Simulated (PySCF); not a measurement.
```xyz
16

Si    2.1906   -0.4418    0.1998
C     0.3836    0.0453    0.4905
C    -0.6100   -0.9814   -0.0614
C    -1.9657   -0.2827   -0.1697
O    -1.7703    1.0338   -0.6293
Si   -0.2889    1.6464   -0.3069
H     2.4417   -0.5950   -1.2350
H     2.4658   -1.7219    0.8642
H     3.0614    0.5930    0.7591
H     0.2230    0.1285    1.5710
H    -0.2999   -1.2913   -1.0620
H    -0.6838   -1.8727    0.5636
H    -2.4535   -0.2398    0.8116
H    -2.6368   -0.7867   -0.8709
H    -0.3988    2.7561    0.6354
H     0.3338    2.0192   -1.5714
```

Geometry: GFN2-xTB.

These are results of PBE0/pcSseg-1, SCF density, gas phase, non-relativistic in PySCF 2.14.0, not measurements.

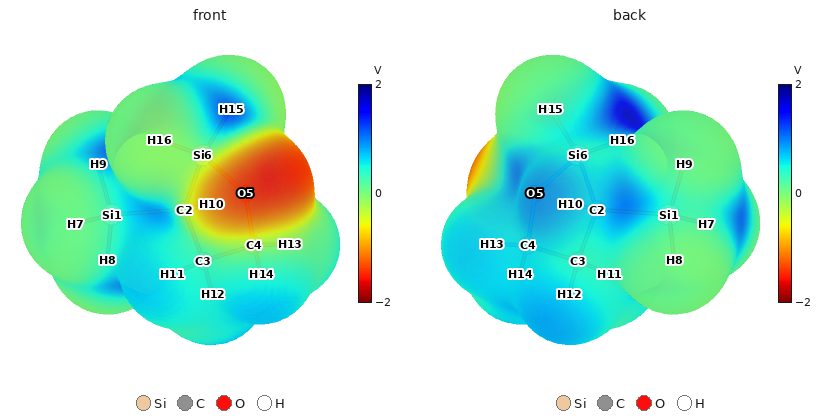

C3H10OSi2. The electrostatic potential painted on the density surface at 0.002 e/bohr³, seen from the front and from behind; red is negative and blue positive.

**Which sites attract a positive test charge, and which a negative one?**

A positive charge is drawn to the negative regions and a negative charge to the positive ones. The most negative region (about −1.5 V, or −35 kcal/mol for a unit charge) lies over O5, the most positive (about +1.6 V, or +37 kcal/mol for a unit charge) over Si6. O5 is the likeliest acceptor of a hydrogen bond.
